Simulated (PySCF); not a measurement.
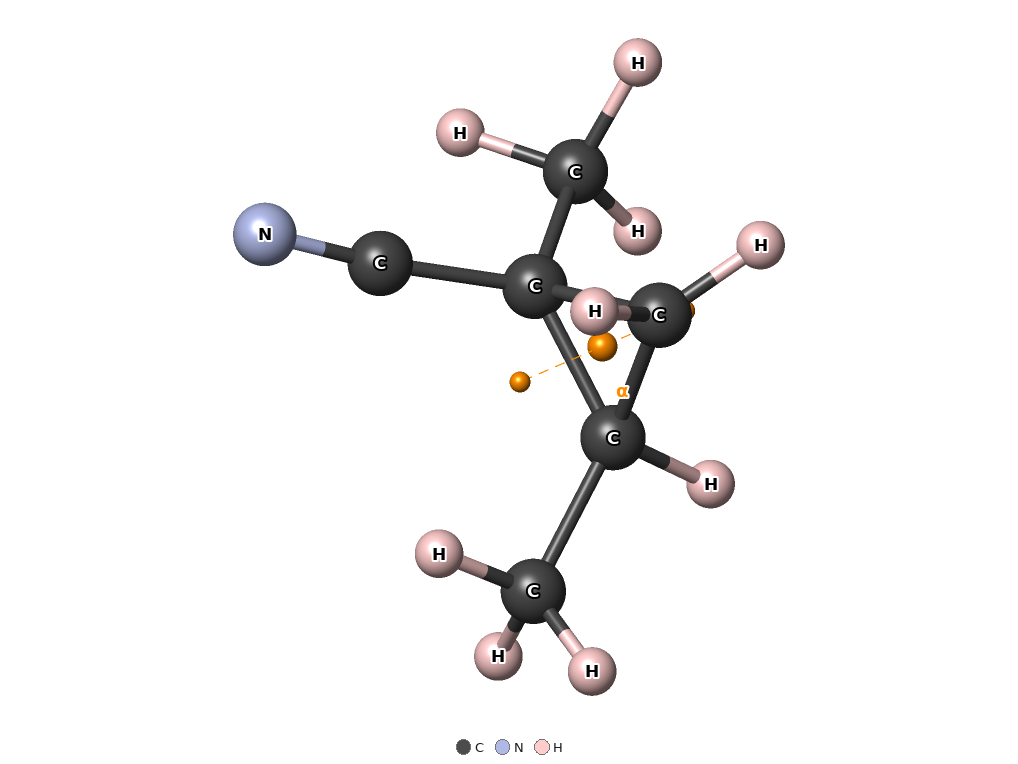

The small points mark where nucleus-independent chemical shifts (NICS) were computed: at the centre of each lettered ring and 1 Å above and below it. Geometry: a frame of a GFN2-xTB molecular-dynamics simulation, not a minimum. Properties computed with GIAO PBE0/pcSseg-1 NMR shielding, non-relativistic, gas phase (PySCF 2.14.0).

Give NICS(0), NICS(1) and the out-of-plane component NICS(1)zz for each ring (means of the two sides).

| ring | members | NICS(0) | NICS(1) | NICS(1)zz |
| --- | --- | --- | --- | --- |
| α | C3 | −43.3 | −8.5 | −20.6 |

Values in ppm.
